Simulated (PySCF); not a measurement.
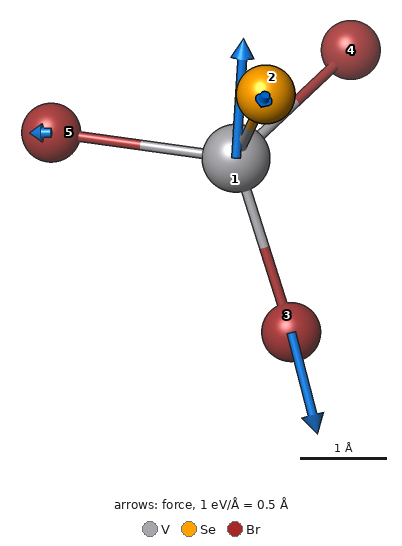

Starting geometry of VSeBr3 with the computed forces as blue arrows. A ball-and-stick model, seen at a tilt.

The start comes from GFN2-xTB. Its atoms were then displaced at random by about 0.03 Å.

Method: PySCF 2.14.0, density-fitted response routines, PBE0-D3(BJ)/def2-SVP geometry optimisation, gas phase. 

> Is this structure relaxed? If not, where do the atoms go?

It isn't relaxed: the largest force vector, on V1, is 2.86 eV/Å. The final displacements follow the starting forces only in part (cosine between the two patterns 0.69). Br3 moves most after the best rigid fit: 0.10 Å. By element the largest moves are Br 0.10 Å, V 0.08 Å, Se 0.03 Å. Among the contacts that change: V1–Br3 2.139 → 2.267 Å, V1–Br5 2.242 → 2.270 Å, V1–Br4 2.298 → 2.273 Å, V1–Se2 2.127 → 2.105 Å. Bond angles that change, for instance: Br3–V1–Br5 113.2° → 109.4°, Br3–V1–Br4 106.9° → 110.5°, Se2–V1–Br3 111.7° → 108.4°. The energy falls by 0.189 eV in 11 geometry steps.
